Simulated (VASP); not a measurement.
Input:

```yaml
crystal:
  lattice:
    - [0.00000, 2.18875, 2.18875]
    - [2.18875, 0.00000, 2.18875]
    - [2.18875, 2.18875, 0.00000]
  atoms:
    - { symbol: Al, position: [0.00000, 0.00000, 0.00000] }
    - { symbol: N, position: [0.75000, 0.75000, 0.75000] }
```

These are PBEsol GGA, VASP's PBE PAW potentials (set 64) (plane waves; VASP 6.6.1) values and carry that method's errors. Run with 520 eV cut-off, 12×12×12 Γ-centred mesh, tetrahedra with Blöchl corrections, potentials Al N.

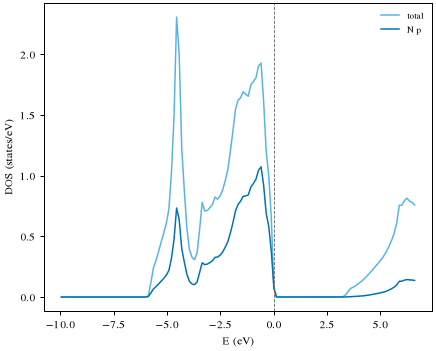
Figure. Total and projected density of states, zero at the valence-band maximum

Within 2 eV below the valence-band maximum the largest weight inside VASP's projection spheres is N p.

The gap is indirect, 3.18 eV, from the valence maximum at Γ to the conduction minimum at X.

The structure comes from a computed database's AlN entry (F-43m); how it stands against other phases isn't given here. It was relaxed first.
